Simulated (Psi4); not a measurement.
Single-point calculation, with input and output: C₃H₃N

C₃H₃N (E-propargylimine), computed with CCSD/def2-SVPD, RHF (Psi4 1.11).

The geometry comes from this level: PBE0-D4/def2-TZVP.

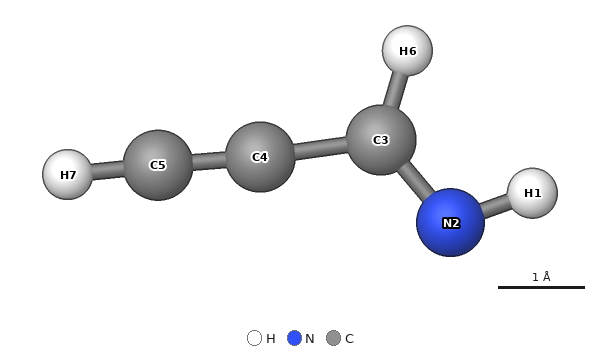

Figure 1. The input geometry (ball-and-stick view, seen on its broad side; atoms are numbered from 1 in the order of the input). Bond lengths as drawn: C–C 1.20 to 1.43 Å, C–H 1.06 to 1.10 Å, C–N 1.27 Å and H–N 1.02 Å.

Key numbers:

| quantity | value |
| --- | --- |
| outcome | converged |
| total energy | −170.171304 hartree |
| SCF energy | −169.582946 hartree |
| MP2 energy | −170.147190 hartree |
| CCSD energy | −170.171304 hartree |
| correlation energy | −0.588359 hartree |
| basis functions | 104 |
| T1 diagnostic | 0.013 |
| HOMO of the SCF reference | −10.66 eV |
| LUMO of the SCF reference | 2.36 eV |
| hardware | 1 thread of Intel Xeon (Granite Rapids), 64 GiB of memory available, shared host |
| wall time | 24 s |
| peak memory | 1.2 GiB |

The input (run.py):
```python
import psi4

psi4.set_memory(1600000000)
psi4.set_num_threads(1)
psi4.set_output_file('c3h3n.out', False)

m = psi4.geometry("""
0 1
H      0.841710    -2.014980     1.203370
N      0.102900    -1.529480     0.695820
C      0.496610    -0.371020     0.360310
C     -0.343680     0.528040    -0.365300
C     -0.996310     1.332180    -0.974190
H      1.491240     0.025700     0.594490
H     -1.592480     2.029580    -1.514510
symmetry c1
no_reorient
no_com
""")

psi4.set_options(dict(basis='def2-SVPD', puream=True, e_convergence=1e-09, d_convergence=1e-08, scf_type='pk', num_frozen_docc=4))

E, wfn = psi4.energy("ccsd", return_wfn=True)
print(f'total energy {E:.8f} hartree = {E * 27.211386:.5f} eV')
```

Launch command:
```bash
python run.py
```

What the program printed:
```
Psi4 1.11 release

   => Loading Basis Set <=

    Name: DEF2-SVPD
    Role: ORBITAL
    Keyword: BASIS

         ---------------------------------------------------------
                                   SCF
                              RHF Reference
                        1 Threads,   1525 MiB Core
         ---------------------------------------------------------

  ==> Geometry <==

    Molecular point group: c1
    Full point group: C1

    Geometry (in Angstrom), charge = 0, multiplicity = 1:

       Center              X                  Y                   Z               Mass
    ------------   -----------------  -----------------  -----------------  -----------------
         H            0.841710000000    -2.014980000000     1.203370000000     1.007825032230
         N            0.102900000000    -1.529480000000     0.695820000000    14.003074004430
         C            0.496610000000    -0.371020000000     0.360310000000    12.000000000000
         C           -0.343680000000     0.528040000000    -0.365300000000    12.000000000000
         C           -0.996310000000     1.332180000000    -0.974190000000    12.000000000000
         H            1.491240000000     0.025700000000     0.594490000000     1.007825032230
         H           -1.592480000000     2.029580000000    -1.514510000000     1.007825032230

  Running in c1 symmetry.

  Rotational constants: A =      1.82281  B =      0.15986  C =      0.14697 [cm^-1]
  Rotational constants: A =  54646.56548  B =   4792.58172  C =   4406.15559 [MHz]
  Nuclear repulsion =   90.453680095321630

  Charge       = 0
  Multiplicity = 1
  Electrons    = 28
  Nalpha       = 14
  Nbeta        = 14

  ==> Algorithm <==

  SCF Algorithm Type is PK.
  DIIS enabled.
  MOM disabled.
  Fractional occupation disabled.
  Guess Type is SAD.
  Energy threshold   = 1.00e-09
  Density threshold  = 1.00e-08
  Integral threshold = 1.00e-12

  ==> Primary Basis <==

  Basis Set: DEF2-SVPD
    Blend: DEF2-SVPD
    Number of shells: 44
    Number of basis functions: 104
    Number of Cartesian functions: 112
    Spherical Harmonics?: true
    Max angular momentum: 2

  ==> Integral Setup <==

  Using in-core PK algorithm.
   Calculation information:
      Number of atoms:                   7
      Number of AO shells:              44
      Number of primitives:             74
      Number of atomic orbitals:       112
      Number of basis functions:       104

      Integral cutoff                 1.00e-12
      Number of threads:                 1

  Performing in-core PK
  Using 29817060 doubles for integral storage.
  We computed 471969 shell quartets total.
  Whereas there are 490545 unique shell quartets.

  ==> DiskJK: Disk-Based J/K Matrices <==

    J tasked:                  Yes
    K tasked:                  Yes
    wK tasked:                  No
    Memory [MiB]:             1144
    Schwarz Cutoff:          1E-12

  Minimum eigenvalue in the overlap matrix is 3.3015723506E-05.
  Reciprocal condition number of the overlap matrix is 4.0657309971E-06.
    Using symmetric orthogonalization.

  ==> Pre-Iterations <==

  SCF Guess: Superposition of Atomic Densities via on-the-fly atomic UHF (no occupation information).

   -------------------------
    Irrep   Nso     Nmo
   -------------------------
     A        104     104
   -------------------------
    Total     104     104
   -------------------------

  ==> Iterations <==

                        Total Energy        Delta E     RMS |[F,P]|

   @RHF iter SAD:  -168.55842618331224   -1.68558e+02   0.00000e+00
   @RHF iter   1:  -169.50196336455352   -9.43537e-01   3.56298e-03 ADIIS/DIIS
   @RHF iter   2:  -169.56344431439157   -6.14809e-02   1.98733e-03 ADIIS/DIIS
   @RHF iter   3:  -169.58157321568621   -1.81289e-02   3.88369e-04 ADIIS/DIIS
   @RHF iter   4:  -169.58277202158018   -1.19881e-03   1.41247e-04 ADIIS/DIIS
   @RHF iter   5:  -169.58292586534529   -1.53844e-04   3.30845e-05 DIIS
   @RHF iter   6:  -169.58293921303240   -1.33477e-05   2.01049e-05 DIIS
   @RHF iter   7:  -169.58294390938019   -4.69635e-06   8.14942e-06 DIIS
   @RHF iter   8:  -169.58294526980382   -1.36042e-06   2.98813e-06 DIIS
   @RHF iter   9:  -169.58294552284826   -2.53044e-07   1.20600e-06 DIIS
   @RHF iter  10:  -169.58294557363791   -5.07897e-08   5.15160e-07 DIIS
   @RHF iter  11:  -169.58294558464129   -1.10034e-08   1.48992e-07 DIIS
   @RHF iter  12:  -169.58294558539117   -7.49878e-10   3.92707e-08 DIIS
   @RHF iter  13:  -169.58294558542991   -3.87388e-11   7.74262e-09 DIIS
  Energy and wave function converged.

  ==> Post-Iterations <==

    Orbital Energies [Eh]
    ---------------------

    Doubly Occupied:

       1A    -15.580224     2A    -11.320609     3A    -11.257882
       4A    -11.252210     5A     -1.223186     6A     -1.039842
       7A     -0.890343     8A     -0.729548     9A     -0.713368
      10A     -0.653236    11A     -0.507710    12A     -0.452949
      13A     -0.415715    14A     -0.391829

    Virtual:

      15A      0.086850    16A      0.093855    17A      0.114199
      18A      0.151762    19A      0.175334    20A      0.182372
      21A      0.220904    22A      0.235131    23A      0.257156
      24A      0.257954    25A      0.277718    26A      0.313964
      27A      0.320320    28A      0.340295    29A      0.343511
      30A      0.359690    31A      0.362892    32A      0.397099
      33A      0.416591    34A      0.423655    35A      0.446250
      36A      0.447506    37A      0.454632    38A      0.474411
      39A      0.479787    40A      0.487298    41A      0.512579
      42A      0.523702    43A      0.538760    44A      0.573115
      45A      0.573994    46A      0.601844    47A      0.616638
      48A      0.642483    49A      0.660369    50A      0.709972
      51A      0.714259    52A      0.727412    53A      0.771268
      54A      0.785662    55A      0.812579    56A      0.895342
      57A      0.926445    58A      1.110092    59A      1.146058
      60A      1.161833    61A      1.163039    62A      1.220291
      63A      1.230784    64A      1.256562    65A      1.261080
      66A      1.300517    67A      1.355176    68A      1.405986
      69A      1.426617    70A      1.483088    71A      1.524950
      72A      1.537585    73A      1.719026    74A      1.726847
      75A      1.763611    76A      1.783662    77A      1.843009
      78A      1.863826    79A      1.886976    80A      1.963476
      81A      1.970943    82A      2.073019    83A      2.076868
      84A      2.142361    85A      2.234799    86A      2.267528
      87A      2.330856    88A      2.340700    89A      2.350528
      90A      2.448981    91A      2.472990    92A      2.519651
      93A      2.600771    94A      2.772745    95A      2.901727
      96A      3.081229    97A      3.113251    98A      3.212029
      99A      3.276689   100A      3.413896   101A      3.539197
     102A      3.720382   103A      3.950001   104A      4.318933

    Final Occupation by Irrep:
              A
    DOCC [    14 ]
    NA   [    14 ]
    NB   [    14 ]

  @RHF Final Energy:  -169.58294558542991

   => Energetics <=

    Nuclear Repulsion Energy =             90.4536800953216300
    One-Electron Energy =                -407.2159427898979516
    Two-Electron Energy =                 147.1793171091463819
    Total Energy =                       -169.5829455854299113

Computation Completed

Properties will be evaluated at   0.000000,   0.000000,   0.000000 [a0]

Properties computed using the SCF density matrix

 Multipole Moments:

 ------------------------------------------------------------------------------------
     Multipole            Electronic (a.u.)      Nuclear  (a.u.)        Total (a.u.)
 ------------------------------------------------------------------------------------

 L = 1.  Multiply by 2.5417464519 to convert [e a0] to [Debye]
 Dipole X            :          7.4488448           -6.8020881            0.6467567
 Dipole Y            :          3.8003630           -3.2708514            0.5295116
 Dipole Z            :          1.3986051           -1.3624736            0.0361314
 Magnitude           :                                                    0.8366494

 ------------------------------------------------------------------------------------

	total time  =          2 seconds =       0.03 minutes
 MINTS: Wrapper to libmints.

   Calculation information:
      Number of threads:                 1
      Number of atoms:                   7
      Number of AO shells:              44
      Number of SO shells:              44
      Number of primitives:             74
      Number of atomic orbitals:       112
      Number of basis functions:       104

      Number of irreps:                  1
      Integral cutoff                 1.00e-12
      Number of functions per irrep: [ 104 ]

 OEINTS: Overlap, kinetic, potential, dipole, and quadrupole integrals
         stored in file 35.

      Computing two-electron integrals...done
      Computed 14328793 non-zero two-electron integrals.
        Stored in file 33.

	Wfn Parameters:
	--------------------
	Wavefunction         = CCSD
	Number of irreps     = 1
	Number of MOs        = 104
	Number of active MOs = 100
	AO-Basis             = NONE
	Semicanonical        = false
	Reference            = RHF
	Print Level          = 1

	IRREP	# MOs	# FZDC	# DOCC	# SOCC	# VIRT	# FZVR
	-----	-----	------	------	------	------	------
	 A	   104	    4	    10	    0	    90	    0
	Transforming integrals...
	IWL integrals will be deleted.
	(OO|OO)...
	Presorting SO-basis two-electron integrals.
	Sorting File: SO Ints (nn|nn) nbuckets = 1
	Constructing frozen core operators
	Starting first half-transformation.
	Sorting half-transformed integrals.
	First half integral transformation complete.
	Starting second half-transformation.
	Two-electron integral transformation complete.
	(OO|OV)...
	Starting second half-transformation.
	Two-electron integral transformation complete.
	(OO|VV)...
	Starting second half-transformation.
	Two-electron integral transformation complete.
	(OV|OO)...
	Starting first half-transformation.
	Sorting half-transformed integrals.
	First half integral transformation complete.
	Starting second half-transformation.
	Two-electron integral transformation complete.
	(OV|OV)...
	Starting second half-transformation.
	Two-electron integral transformation complete.
	(OV|VV)...
	Starting second half-transformation.
	Two-electron integral transformation complete.
	(VV|OO)...
	Starting first half-transformation.
	Sorting half-transformed integrals.
	First half integral transformation complete.
	Starting second half-transformation.
	Two-electron integral transformation complete.
	(VV|OV)...
	Starting second half-transformation.
	Two-electron integral transformation complete.
	(VV|VV)...
	Starting second half-transformation.
	Two-electron integral transformation complete.
	Frozen core energy     =   -185.89410186301407

	Size of irrep 0 of <ab|cd> integrals:     65.610 (MW) /    524.880 (MB)
	Total:                                    65.610 (MW) /    524.880 (MB)

	Size of irrep 0 of <ia|bc> integrals:      7.290 (MW) /     58.320 (MB)
	Total:                                     7.290 (MW) /     58.320 (MB)

	Size of irrep 0 of tijab amplitudes:       0.810 (MW) /      6.480 (MB)
	Total:                                     0.810 (MW) /      6.480 (MB)

	Nuclear Rep. energy          =     90.45368009532163
	SCF energy                   =   -169.58294558542991
	One-electron energy          =   -134.24958972547066
	Two-electron energy          =     60.10706590773264
	Reference energy             =   -169.58294558543045

	total time  =          6 seconds =       0.10 minutes
            **************************
            *                        *
            *        CCENERGY        *
            *                        *
            **************************

    Nuclear Rep. energy (wfn)     =   90.453680095321630
    SCF energy          (wfn)     = -169.582945585429911
    Reference energy    (file100) = -169.582945585430451

    Input parameters:
    -----------------
    Wave function   =     CCSD
    Reference wfn   =     RHF
    Brueckner       =     No
    Memory (Mbytes) =     1600.0
    Maxiter         =     50
    R_Convergence   =     1.0e-07
    E_Convergence   =     1.0e-09
    Restart         =     Yes
    DIIS            =     Yes
    AO Basis        =     NONE
    ABCD            =     NEW
    Cache Level     =     2
    Cache Type      =     LOW
    Print Level     =     1
    Num. of threads =     1
    # Amps to Print =     10
    Print MP2 Amps? =     No
    Analyze T2 Amps =     No
    Print Pair Ener =     No
    Local CC        =     No
    SCS-MP2         =     False
    SCSN-MP2        =     False
    SCS-CCSD        =     False

MP2 correlation energy -0.5642447021399616
                Solving CC Amplitude Equations
                ------------------------------
  Iter             Energy              RMS        T1Diag      D1Diag    New D1Diag    D2Diag
  ----     ---------------------    ---------   ----------  ----------  ----------   --------
     0        -0.564244702139962    0.000e+00    0.000000    0.000000    0.000000    0.171700
     1        -0.566196250209078    7.541e-02    0.010619    0.024146    0.024146    0.173902
     2        -0.583389216869494    3.077e-02    0.011078    0.025595    0.025595    0.187846
     3        -0.588016337050454    1.345e-02    0.012932    0.030516    0.030516    0.195699
     4        -0.588174806668515    4.323e-03    0.013123    0.031312    0.031312    0.198163
     5        -0.588355414127721    1.686e-03    0.013203    0.031755    0.031755    0.199263
     6        -0.588365031028288    4.419e-04    0.013203    0.031837    0.031837    0.199417
     7        -0.588358179111992    1.607e-04    0.013198    0.031844    0.031844    0.199422
     8        -0.588359544956601    6.079e-05    0.013199    0.031857    0.031857    0.199429
     9        -0.588359798999817    2.127e-05    0.013199    0.031860    0.031860    0.199431
    10        -0.588358425162255    9.406e-06    0.013200    0.031861    0.031861    0.199430
    11        -0.588358701541069    3.121e-06    0.013200    0.031862    0.031862    0.199431
    12        -0.588358581327205    1.271e-06    0.013200    0.031862    0.031862    0.199431
    13        -0.588358566844261    4.589e-07    0.013200    0.031862    0.031862    0.199432
    14        -0.588358573357213    2.046e-07    0.013200    0.031862    0.031862    0.199432
    15        -0.588358569248902    7.553e-08    0.013200    0.031862    0.031862    0.199432
    16        -0.588358567320603    3.130e-08    0.013200    0.031862    0.031862    0.199432
    17        -0.588358567934842    1.238e-08    0.013200    0.031862    0.031862    0.199432
    18        -0.588358567962371    5.229e-09    0.013200    0.031862    0.031862    0.199432

    Iterations converged.

    Largest TIA Amplitudes:
              6   0        -0.0148710014
              9  46         0.0139887499
              8  44        -0.0126580147
              9  20         0.0120021063
              6  42        -0.0113037588
              6  55        -0.0111474444
              9  55        -0.0100072582
              9  14        -0.0096152664
              8  17        -0.0086792333
              7  11         0.0085406612

    Largest TIjAb Amplitudes:
      9   9   0   0        -0.0819190469
      6   6   0   0        -0.0640923094
      8   8   4   4        -0.0435855259
      6   9   0   6        -0.0308440273
      9   6   6   0        -0.0308440273
      6   9   0  23        -0.0271870675
      9   6  23   0        -0.0271870675
      6   9   0   0        -0.0259154585
      9   6   0   0        -0.0259154585
      9   9   0  12        -0.0255744492

    SCF energy       (wfn)                    = -169.582945585429911
    Reference energy (file100)                = -169.582945585430451

    Opposite-spin MP2 correlation energy      =   -0.421144527515084
    Same-spin MP2 correlation energy          =   -0.143100174624877
    Singles MP2 correlation energy            =   -0.000000000000000
    MP2 correlation energy                    =   -0.564244702139962
      * MP2 total energy                      = -170.147190287570425

    Opposite-spin CCSD correlation energy     =   -0.464493722090070
    Same-spin CCSD correlation energy         =   -0.123864845872299
    Singles CCSD correlation energy           =    0.000000000000000
    CCSD correlation energy                   =   -0.588358567962371
      * CCSD total energy                     = -170.171304153392811
```

Standard output:
```
total energy -170.17130415 hartree = -4630.59704 eV
```

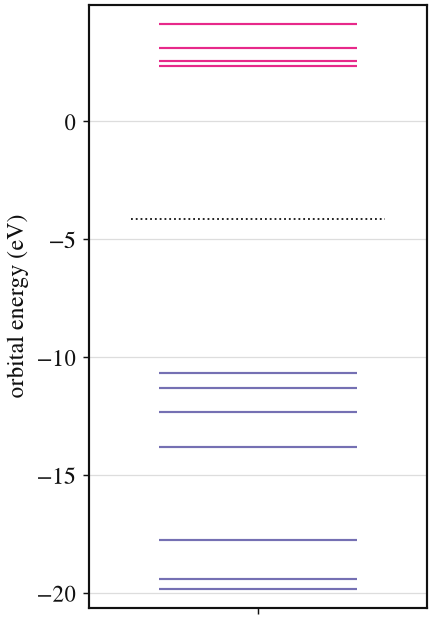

Figure 2. Orbital energies near the frontier (SCF reference); the dotted line parts filled from empty levels, and levels within 0.02 eV of each other stand side by side. Highest filled −10.66 eV, lowest empty 2.36 eV, 13.02 eV apart.
